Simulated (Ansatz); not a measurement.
**H5NSSi: single points with varied inputs**

Aim: run H5NSSi under a spread of inputs, and see what each costs and gives.

Program: Ansatz 0.2.0, Gaussian basis. Level of theory: the settings change from run to run. These are calculated values, not measurements.

1 further run of the same task is left out (it didn't finish).

### 1 The molecule

An earlier PBE0-D4 in a triple-zeta def2 set relaxation fixed the geometry.

8 atoms, charge 0, spin multiplicity 1.

Atoms are counted from 1 here; the program's logs count them from 0.

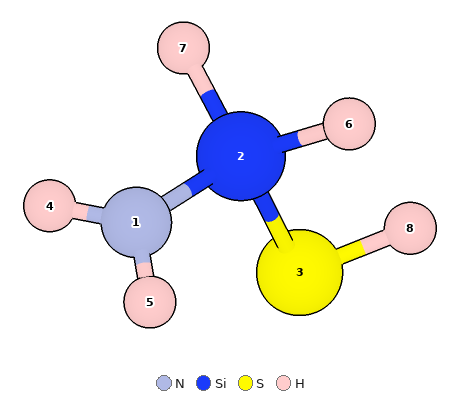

The geometry (nitrogen light blue, silicon blue, sulfur yellow, hydrogen pink); atoms are numbered from 1 in the order of the file.

### 2 rPW86-PBE/def2-SVPD

Options: unrestricted orbitals, D3(BJ) with three-body dispersion, the search for lower states set to off.

Contents of in.yaml:

```yaml
crystal:
  periodic: [false, false, false]
  atoms:
    - {symbol: N, position_ang: [-0.754733, 0.572283, -1.067086]}
    - {symbol: Si, position_ang: [0.473045, 0.027239, -0.015915]}
    - {symbol: S, position_ang: [-0.297727, -1.338793, 1.455845]}
    - {symbol: H, position_ang: [-0.873956, 0.149555, -1.971830]}
    - {symbol: H, position_ang: [-1.608130, 0.982382, -0.725870]}
    - {symbol: H, position_ang: [1.093238, 1.137718, 0.750151]}
    - {symbol: H, position_ang: [1.484274, -0.621588, -0.886792]}
    - {symbol: H, position_ang: [0.575989, -0.965895, 2.405596]}
basis:
  gaussian: {orbitals: def2-SVPD}
magnetization: {spin_polarized: true, initial_magnetization: 0}
hamiltonian: {xc: {name: rPW86-PBE}, dispersion: d3bjatm}
scf: {lower_state_search: off}
output: {forces: true}
```

Run with:

```console
$ ansatz run in.yaml --threads 2 --pin off --events-out ev --progress --plain --max-ram 4352MiB
```

Standard output (excerpt; [...] marks lines left out):

```text
Functional definition: rPW86-PBE
  name "rPW86-PBE"
  cite "Murray, Lee & Langreth, J. Chem. Theory Comput. 5, 2754 (2009) doi:10.1021/ct900365q"
  cite "Perdew, Burke & Ernzerhof, Phys. Rev. Lett. 77, 3865 (1996) doi:10.1103/PhysRevLett.77.3865"
  parent pbe
[...]
993 factors; their error is unknown
[...]
mean field -20300.23108987 eV, -746.0197325618 hartree, gradient 7.7e-6 eV, S^2 0.000000; 0 other end points of the search recorded, 0 dependent functions left out
[...]
reference -20300.23121720 eV, -746.0197372413 hartree; 21, 21 occupied and 90, 90 virtual orbitals, 993 factors
Total energy: -20300.39592483 eV, -746.0257901349 hartree
Atom 0 at    -0.754733     0.572283    -1.067086 Å, force    -0.245693     0.252438    -0.296589 eV/Å
Atom 1 at     0.473045     0.027239    -0.015915 Å, force     0.749506     0.011972     0.201252 eV/Å
Atom 2 at    -0.297727    -1.338793     1.455845 Å, force    -0.521807    -0.526958     0.108498 eV/Å
Atom 3 at    -0.873956     0.149555    -1.971830 Å, force    -0.082056    -0.183638    -0.489514 eV/Å
Atom 4 at    -1.608130     0.982382    -0.725870 Å, force    -0.449000     0.248161     0.133900 eV/Å
Atom 5 at     1.093238     1.137718     0.750151 Å, force     0.098117     0.187783     0.128995 eV/Å
Atom 6 at     1.484274    -0.621588    -0.886792 Å, force     0.156490    -0.098690    -0.156082 eV/Å
Atom 7 at     0.575989    -0.965895     2.405596 Å, force     0.294443     0.108931     0.369540 eV/Å
Dipole moment:    -0.076711     0.158274    -0.166629 e Å
Checks for a lower state left out: stability, starts, cluster_reference, orbital_swaps, neighbouring_geometries, increment
```

Run time: 4.4 s. Hardware: 2 threads of Arm Neoverse V1, shared host.

Largest force 0.776 eV/Å, dipole 1.16 D, ⟨S²⟩ 0.000.

### 3 revPBE0/aug-cc-pVTZ

Options: the search for lower states set to full.

in.yaml: that of step 2 with these lines changed.

```diff
@@ -12,6 +12,4 @@
 basis:
-  gaussian: {orbitals: def2-SVPD}
-magnetization: {spin_polarized: true, initial_magnetization: 0}
-hamiltonian: {xc: {name: rPW86-PBE}, dispersion: d3bjatm}
-scf: {lower_state_search: off}
-output: {forces: true}
+  gaussian: {orbitals: aug-cc-pVTZ}
+hamiltonian: {xc: {name: revPBE0}}
+scf: {lower_state_search: full}
```

Launched as before.

Standard output (excerpt; [...] marks lines left out):

```text
Functional definition: revPBE0
  name "revPBE0"
  cite "Zhang & Yang, Phys. Rev. Lett. 80, 890 (1998) doi:10.1103/PhysRevLett.80.890"
  cite "Adamo & Barone, J. Chem. Phys. 110, 6158 (1999) doi:10.1063/1.478522"
  cite "Perdew, Burke & Ernzerhof, Phys. Rev. Lett. 77, 3865 (1996) doi:10.1103/PhysRevLett.77.3865"
[...]
1239 factors; their error is unknown
[...]
mean field -20283.59661862 eV, -745.4084270187 hartree, gradient 1.5e-5 eV, S^2 0.000000; 0 other end points of the search recorded, 0 dependent functions left out
reference -20283.59667549 eV, -745.4084291085 hartree; 21, 21 occupied and 240, 240 virtual orbitals, 1239 factors
Total energy: -20283.59667549 eV, -745.4084291085 hartree
```

It took 5.5 s on 2 threads of Arm Neoverse V1, shared host; peak memory 0.5 GiB.

### 4 wB97/x2c-TZVPPall

Options: charge -1, multiplicity 2, restricted open-shell orbitals.

in.yaml: that of step 3 with these lines changed.

```diff
@@ -12,4 +12,6 @@
 basis:
-  gaussian: {orbitals: aug-cc-pVTZ}
-hamiltonian: {xc: {name: revPBE0}}
-scf: {lower_state_search: full}
+  gaussian: {orbitals: x2c-TZVPPall}
+total_charge: -1
+magnetization: {spin_polarized: false, initial_magnetization: 1}
+hamiltonian: {xc: {name: wB97}}
+output: {forces: true}
```

Launched as before.

Standard output (excerpt; [...] marks lines left out):

```text
Functional definition: wB97
  name "wB97"
  cite "Chai & Head-Gordon, J. Chem. Phys. 128, 084106 (2008) doi:10.1063/1.2834918"
  cite "Becke, J. Chem. Phys. 107, 8554 (1997) doi:10.1063/1.475007"
[...]
  # The coefficients of nought are those of the uniform gas.
[...]
      + integral(e_c_pw_opposite_spin*poly(b97_u_opposite, 1, cos1, cos2, cos3, cos4))
1044 factors; their error is unknown
323 factors; integrals over basis functions are off by at most 3.0e-5 eV
[...]
mean field -20331.48784885 eV, -747.1683972679 hartree, gradient 2.1e-5 eV, S^2 0.750000; 6 other end points of the search recorded, 0 dependent functions left out
[...]
reference -20331.48784538 eV, -747.1683971401 hartree; 22, 21 occupied and 163, 164 virtual orbitals, 1044 factors
Total energy: -20331.48784538 eV, -747.1683971401 hartree
Relativity: scalar
Atom 0 at    -0.754733     0.572283    -1.067086 Å, force     0.169298     0.736129    -0.137205 eV/Å
Atom 1 at     0.473045     0.027239    -0.015915 Å, force     0.358256    -0.765343     0.147883 eV/Å
Atom 2 at    -0.297727    -1.338793     1.455845 Å, force    -0.209367    -0.026862    -0.373476 eV/Å
Atom 3 at    -0.873956     0.149555    -1.971830 Å, force    -0.008414    -0.454926    -0.454478 eV/Å
Atom 4 at    -1.608130     0.982382    -0.725870 Å, force    -0.461208     0.224615     0.271059 eV/Å
Atom 5 at     1.093238     1.137718     0.750151 Å, force    -0.179643     0.440304     0.106146 eV/Å
Atom 6 at     1.484274    -0.621588    -0.886792 Å, force     0.028365    -0.111484    -0.205898 eV/Å
Atom 7 at     0.575989    -0.965895     2.405596 Å, force     0.302713    -0.042433     0.645969 eV/Å
Dipole moment:    -0.003598    -0.113028     0.349301 e Å
```

Wall time 37 s (2 threads of Arm Neoverse V1, shared host); peak memory 0.59 GiB.

Largest force 0.858 eV/Å.

### 5 wB97X-V/cc-pVDZ

This run has high accuracy, the search for lower states set to full.

in.yaml: that of step 4 with these lines changed.

```diff
@@ -12,6 +12,5 @@
 basis:
-  gaussian: {orbitals: x2c-TZVPPall}
-total_charge: -1
-magnetization: {spin_polarized: false, initial_magnetization: 1}
-hamiltonian: {xc: {name: wB97}}
-output: {forces: true}
+  gaussian: {orbitals: cc-pVDZ}
+hamiltonian: {xc: {name: wB97X-V}}
+accuracy: high
+scf: {lower_state_search: full}
```

Launched as before.

Standard output (excerpt; [...] marks lines left out):

```text
Functional definition: wB97X-V
  name "wB97X-V"
  cite "Mardirossian & Head-Gordon, Phys. Chem. Chem. Phys. 16, 9904 (2014) doi:10.1039/C3CP54374A"
  cite "Becke, J. Chem. Phys. 107, 8554 (1997) doi:10.1063/1.475007"
  cite "Vydrov & Van Voorhis, J. Chem. Phys. 133, 244103 (2010) doi:10.1063/1.3521275"
[...]
      + integral(e_c_pw_opposite_spin*poly(b97_u_opposite, cos0, cos1)) + vv10(b, c)
1772 factors; integrals over basis functions are off by at most 4.1e-9 eV
347 factors; integrals over basis functions are off by at most 2.4e-9 eV
[...]
mean field -20282.36040719 eV, -745.3629970865 hartree, gradient 3.7e-8 eV, S^2 0.000000; 0 other end points of the search recorded, 0 dependent functions left out
reference -20282.36040703 eV, -745.3629970806 hartree; 21, 21 occupied and 54, 54 virtual orbitals, 1772 factors
Total energy: -20282.36040703 eV, -745.3629970806 hartree
```

Wall time 31 s (2 threads of Arm Neoverse V1, shared host).

### 6 r2SCAN/aug-cc-pVDZ

Set apart from the defaults: high accuracy.

in.yaml: that of step 5 with these lines changed.

```diff
@@ -12,5 +12,5 @@
 basis:
-  gaussian: {orbitals: cc-pVDZ}
-hamiltonian: {xc: {name: wB97X-V}}
+  gaussian: {orbitals: aug-cc-pVDZ}
+hamiltonian: {xc: {name: r2SCAN}}
 accuracy: high
-scf: {lower_state_search: full}
+output: {forces: true}
```

The command is unchanged.

Standard output (excerpt; [...] marks lines left out):

```text
Functional definition: r2SCAN
  name "r2SCAN"
  cite "Furness, Kaplan, Ning, Perdew & Sun, J. Phys. Chem. Lett. 11, 8208 (2020) doi:10.1021/acs.jpclett.0c02405"
  cite "Furness, Kaplan, Ning, Perdew & Sun, J. Phys. Chem. Lett. 11, 9248 (2020) doi:10.1021/acs.jpclett.0c03077"
  parent r2scan
[...]
2475 factors; integrals over basis functions are off by at most 3.6e-9 eV
[...]
mean field -20283.78288347 eV, -745.4152721257 hartree, gradient 3.5e-8 eV, S^2 0.000000; 0 other end points of the search recorded, 0 dependent functions left out
[...]
reference -20283.78288709 eV, -745.4152722588 hartree; 21, 21 occupied and 101, 101 virtual orbitals, 2475 factors
Total energy: -20283.78288709 eV, -745.4152722588 hartree
Atom 0 at    -0.754733     0.572283    -1.067086 Å, force    -0.343053     0.314349    -0.409761 eV/Å
Atom 1 at     0.473045     0.027239    -0.015915 Å, force     0.610830    -0.058900     0.222178 eV/Å
Atom 2 at    -0.297727    -1.338793     1.455845 Å, force    -0.388083    -0.392360     0.089080 eV/Å
Atom 3 at    -0.873956     0.149555    -1.971830 Å, force    -0.065179    -0.104789    -0.221805 eV/Å
Atom 4 at    -1.608130     0.982382    -0.725870 Å, force    -0.229272     0.087961     0.067122 eV/Å
Atom 5 at     1.093238     1.137718     0.750151 Å, force     0.070446     0.155700     0.108054 eV/Å
Atom 6 at     1.484274    -0.621588    -0.886792 Å, force     0.123240    -0.083687    -0.125295 eV/Å
Atom 7 at     0.575989    -0.965895     2.405596 Å, force     0.221071     0.081725     0.270427 eV/Å
Dipole moment:    -0.065177     0.165493    -0.160826 e Å
```

Run time: 14 s. Hardware: 2 threads of Arm Neoverse V1, shared host.

Largest force 0.653 eV/Å, dipole 1.15 D.

### 7 PBE0/cc-pVDZ

in.yaml: that of step 6 with these lines changed.

```diff
@@ -12,5 +12,4 @@
 basis:
-  gaussian: {orbitals: aug-cc-pVDZ}
-hamiltonian: {xc: {name: r2SCAN}}
-accuracy: high
+  gaussian: {orbitals: cc-pVDZ}
+hamiltonian: {xc: {name: PBE0}}
 output: {forces: true}
```

Launched as before.

Standard output (excerpt; [...] marks lines left out):

```text
Functional definition: PBE0
  name "PBE0"
  cite "Adamo & Barone, J. Chem. Phys. 110, 6158 (1999) doi:10.1063/1.478522"
  cite "Perdew, Burke & Ernzerhof, Phys. Rev. Lett. 77, 3865 (1996) doi:10.1103/PhysRevLett.77.3865"
  parent pbe
[...]
728 factors; integrals over basis functions are off by at most 1.3e-3 eV
[...]
mean field -20276.87224877 eV, -745.1613109846 hartree, gradient 2.2e-5 eV, S^2 0.000000; 0 other end points of the search recorded, 0 dependent functions left out
[...]
reference -20276.87227415 eV, -745.1613119175 hartree; 21, 21 occupied and 54, 54 virtual orbitals, 728 factors
Total energy: -20276.87227415 eV, -745.1613119175 hartree
Atom 0 at    -0.754733     0.572283    -1.067086 Å, force    -0.114131     0.309297    -0.279607 eV/Å
Atom 1 at     0.473045     0.027239    -0.015915 Å, force     0.310427    -0.075843     0.157233 eV/Å
Atom 2 at    -0.297727    -1.338793     1.455845 Å, force    -0.324183    -0.334409     0.056108 eV/Å
Atom 3 at    -0.873956     0.149555    -1.971830 Å, force    -0.063092    -0.163952    -0.274309 eV/Å
Atom 4 at    -1.608130     0.982382    -0.725870 Å, force    -0.289243     0.101511     0.112874 eV/Å
Atom 5 at     1.093238     1.137718     0.750151 Å, force     0.111499     0.190504     0.128434 eV/Å
Atom 6 at     1.484274    -0.621588    -0.886792 Å, force     0.169032    -0.099603    -0.144382 eV/Å
Atom 7 at     0.575989    -0.965895     2.405596 Å, force     0.199691     0.072495     0.243648 eV/Å
Dipole moment:    -0.073301     0.187132    -0.174332 e Å
```

Wall time 1.6 s (2 threads of Arm Neoverse V1, shared host).

Largest force 0.469 eV/Å, dipole 1.28 D.

### 8 r2SCAN/def2-SVP

Options: density fitting with def2-universal-jkfit.

in.yaml: that of step 7 with these lines changed.

```diff
@@ -12,4 +12,4 @@
 basis:
-  gaussian: {orbitals: cc-pVDZ}
-hamiltonian: {xc: {name: PBE0}}
+  gaussian: {orbitals: def2-SVP, fitting: {mean_field: def2-universal-jkfit}}
+hamiltonian: {xc: {name: r2SCAN}}
 output: {forces: true}
```

Launched as before.

Standard output (excerpt; [...] marks lines left out):

```text
Functional definition: r2SCAN
  name "r2SCAN"
  cite "Furness, Kaplan, Ning, Perdew & Sun, J. Phys. Chem. Lett. 11, 8208 (2020) doi:10.1021/acs.jpclett.0c02405"
  cite "Furness, Kaplan, Ning, Perdew & Sun, J. Phys. Chem. Lett. 11, 9248 (2020) doi:10.1021/acs.jpclett.0c03077"
  parent r2scan
[...]
423 factors; integrals over basis functions are off by at most 3.3e-1 eV
[...]
mean field -20276.46827018 eV, -745.1464650455 hartree, gradient 3.2e-5 eV, S^2 0.000000; 0 other end points of the search recorded, 0 dependent functions left out
[...]
reference -20276.46827901 eV, -745.1464653696 hartree; 21, 21 occupied and 54, 54 virtual orbitals, 423 factors
Total energy: -20276.46827901 eV, -745.1464653696 hartree
Atom 0 at    -0.754733     0.572283    -1.067086 Å, force     0.129312     0.117253    -0.047926 eV/Å
Atom 1 at     0.473045     0.027239    -0.015915 Å, force     0.162838    -0.025031     0.047834 eV/Å
Atom 2 at    -0.297727    -1.338793     1.455845 Å, force    -0.220592    -0.223590     0.060155 eV/Å
Atom 3 at    -0.873956     0.149555    -1.971830 Å, force    -0.070868    -0.147334    -0.340212 eV/Å
Atom 4 at    -1.608130     0.982382    -0.725870 Å, force    -0.333775     0.154122     0.110324 eV/Å
Atom 5 at     1.093238     1.137718     0.750151 Å, force     0.094332     0.107168     0.091009 eV/Å
Atom 6 at     1.484274    -0.621588    -0.886792 Å, force     0.106377    -0.028322    -0.099674 eV/Å
Atom 7 at     0.575989    -0.965895     2.405596 Å, force     0.132376     0.045733     0.178491 eV/Å
Dipole moment:    -0.077211     0.182280    -0.162069 e Å
```

Wall time 2.1 s (2 threads of Arm Neoverse V1, shared host).

Largest force 0.384 eV/Å, dipole 1.23 D.

### 9 PBE/def2-TZVP

Set apart from the defaults: unrestricted orbitals, density fitting with def2-universal-jkfit, a point charge of 2.00 e beside it, D3(BJ) with three-body dispersion, the search for lower states set to full.

in.yaml: that of step 8 with these lines changed.

```diff
@@ -12,4 +12,6 @@
 basis:
-  gaussian: {orbitals: def2-SVP, fitting: {mean_field: def2-universal-jkfit}}
-hamiltonian: {xc: {name: r2SCAN}}
+  gaussian: {orbitals: def2-TZVP, fitting: {mean_field: def2-universal-jkfit}, point_charges: [{charge: 2.00, position_ang: [5.330, -0.025, 0.350]}]}
+magnetization: {spin_polarized: true, initial_magnetization: 0}
+hamiltonian: {xc: {name: PBE}, dispersion: d3bjatm}
+scf: {lower_state_search: full}
 output: {forces: true}
```

The command is unchanged.

Standard output (excerpt; [...] marks lines left out):

```text
Functional definition: PBE
  name "PBE"
  cite "Perdew, Burke & Ernzerhof, Phys. Rev. Lett. 77, 3865 (1996) doi:10.1103/PhysRevLett.77.3865"
  parent pbe
[...]
423 factors; integrals over basis functions are off by at most 6.1e-1 eV
[...]
mean field -20276.86411782 eV, -745.1610121779 hartree, gradient 1.5e-5 eV, S^2 0.000000; 0 other end points of the search recorded, 0 dependent functions left out
[...]
reference -20276.86415570 eV, -745.1610135699 hartree; 21, 21 occupied and 114, 114 virtual orbitals, 423 factors
Total energy: -20277.02684977 eV, -745.1669924668 hartree
Atom 0 at    -0.754733     0.572283    -1.067086 Å, force     0.737266    -0.071210     0.153408 eV/Å
Atom 1 at     0.473045     0.027239    -0.015915 Å, force    -1.222237    -0.116994     0.204657 eV/Å
Atom 2 at    -0.297727    -1.338793     1.455845 Å, force     0.055714    -0.115146    -0.256470 eV/Å
Atom 3 at    -0.873956     0.149555    -1.971830 Å, force    -0.090460    -0.146409    -0.415070 eV/Å
Atom 4 at    -1.608130     0.982382    -0.725870 Å, force    -0.361545     0.193512     0.185785 eV/Å
Atom 5 at     1.093238     1.137718     0.750151 Å, force     0.454222     0.216702     0.138142 eV/Å
Atom 6 at     1.484274    -0.621588    -0.886792 Å, force     0.574444    -0.077087    -0.241398 eV/Å
Atom 7 at     0.575989    -0.965895     2.405596 Å, force     0.113731     0.124498     0.289624 eV/Å
Dipole moment:    -0.626935     0.092104    -0.128094 e Å
```

Wall time 2.6 s (2 threads of Arm Neoverse V1, shared host).

Largest force 1.245 eV/Å, dipole 3.11 D, ⟨S²⟩ 0.000.

### 10 SVWN5/def2-TZVP

Set apart from the defaults: atoms shaken by 0.08 Å, finite nuclei, high accuracy.

Contents of in.yaml:

```yaml
crystal:
  periodic: [false, false, false]
  atoms:
    - {symbol: N, position_ang: [-0.733372, 0.561867, -1.051187]}
    - {symbol: Si, position_ang: [0.510116, 0.091784, -0.026974]}
    - {symbol: S, position_ang: [-0.268853, -1.244942, 1.443024]}
    - {symbol: H, position_ang: [-0.800409, 0.210068, -1.900744]}
    - {symbol: H, position_ang: [-1.521387, 1.019820, -0.588878]}
    - {symbol: H, position_ang: [1.176749, 1.139609, 0.806974]}
    - {symbol: H, position_ang: [1.596523, -0.645216, -0.932528]}
    - {symbol: H, position_ang: [0.727416, -1.212147, 2.423222]}
basis:
  gaussian: {orbitals: def2-TZVP, nuclear_model: gaussian}
hamiltonian: {xc: {name: SVWN5}}
accuracy: high
output: {forces: true}
```

Launched as before.

Standard output (excerpt; [...] marks lines left out):

```text
Functional definition: SVWN5
  name "SVWN5"
  cite "Dirac, Proc. Camb. Phil. Soc. 26, 376 (1930) doi:10.1017/S0305004100016108"
  cite "Slater, Phys. Rev. 81, 385 (1951) doi:10.1103/PhysRev.81.385"
  cite "Vosko, Wilk & Nusair, Can. J. Phys. 58, 1200 (1980) doi:10.1139/p80-159"
[...]
2452 factors; integrals over basis functions are off by at most 4.0e-9 eV
[...]
mean field -20205.08212613 eV, -742.5230726387 hartree, gradient 4.4e-8 eV, S^2 0.000000; 0 other end points of the search recorded, 0 dependent functions left out
[...]
reference -20205.08212962 eV, -742.5230727670 hartree; 21, 21 occupied and 114, 114 virtual orbitals, 2452 factors
Total energy: -20205.08212962 eV, -742.5230727670 hartree
Atom 0 at    -0.733372     0.561867    -1.051187 Å, force     0.412720     2.364608     5.567149 eV/Å
Atom 1 at     0.510116     0.091784    -0.026974 Å, force     1.864381    -1.133595    -0.053292 eV/Å
Atom 2 at    -0.268853    -1.244942     1.443024 Å, force     0.199396    -0.316784     0.650779 eV/Å
Atom 3 at    -0.800409     0.210068    -1.900744 Å, force    -0.841891    -1.895365    -5.090384 eV/Å
Atom 4 at    -1.521387     1.019820    -0.588878 Å, force    -0.139634    -0.145139    -0.682953 eV/Å
Atom 5 at     1.176749     1.139609     0.806974 Å, force    -0.038522     0.214476    -0.253143 eV/Å
Atom 6 at     1.596523    -0.645216    -0.932528 Å, force    -0.918422     0.701964     0.664533 eV/Å
Atom 7 at     0.727416    -1.212147     2.423222 Å, force    -0.538027     0.209835    -0.802689 eV/Å
Dipole moment:    -0.084673     0.205943    -0.155778 e Å
```

Run time: 6.5 s. Hardware: 2 threads of Arm Neoverse V1, shared host.

Largest force 6.063 eV/Å, dipole 1.31 D.

### 11 All runs side by side

```tsv
level	charge	multiplicity	geometry	functions	energy (eV)	time
rPW86-PBE/def2-SVPD	0	1	relaxed	111	-20300.396	4.4 s
revPBE0/aug-cc-pVTZ	0	1	relaxed	261	-20283.597	5.5 s
wB97/x2c-TZVPPall	-1	2	relaxed	185	-20331.488	37 s
wB97X-V/cc-pVDZ	0	1	relaxed	75	-20282.360	31 s
r2SCAN/aug-cc-pVDZ	0	1	relaxed	122	-20283.783	14 s
PBE0/cc-pVDZ	0	1	relaxed	75	-20276.872	1.6 s
r2SCAN/def2-SVP	0	1	relaxed	75	-20276.468	2.1 s
PBE/def2-TZVP	0	1	relaxed, point charge	135	-20277.027	2.6 s
SVWN5/def2-TZVP	0	1	shaken	135	-20205.082	6.5 s
```

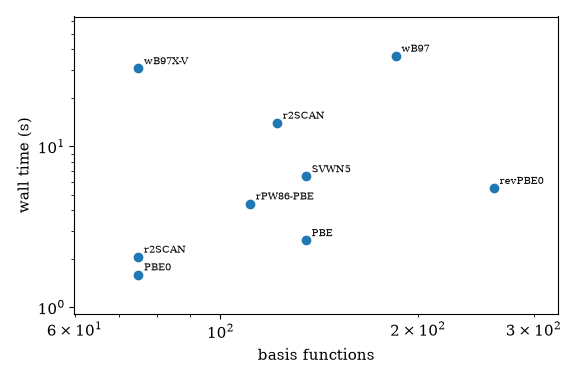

Wall time against the number of basis functions (shared host).

### 12 Outcome

| quantity | value |
| --- | --- |
| runs | 9 |
| quickest | PBE0/cc-pVDZ, 1.6 s |
| slowest | wB97/x2c-TZVPPall, 37 s |
| spread of total energies, same state and geometry | 23.9 eV |
| dipole, same state and geometry | 1.15 to 1.28 D |

Run time spans a factor of 23, from PBE0/cc-pVDZ to wB97/x2c-TZVPPall. The jobs differ in tasks and options as well as level. Total energies at one charge and spin differ by 24 eV between levels, so only differences within one level mean anything. At the PBE0-D4/def2-TZVP geometry and in the same state, runs without warnings or point charges leave forces up to 0.78 eV/Å (rPW86-PBE/def2-SVPD), against 6.1 eV/Å where the atoms were moved. At that geometry and state the dipole changes by 11 % between the lowest and highest value.
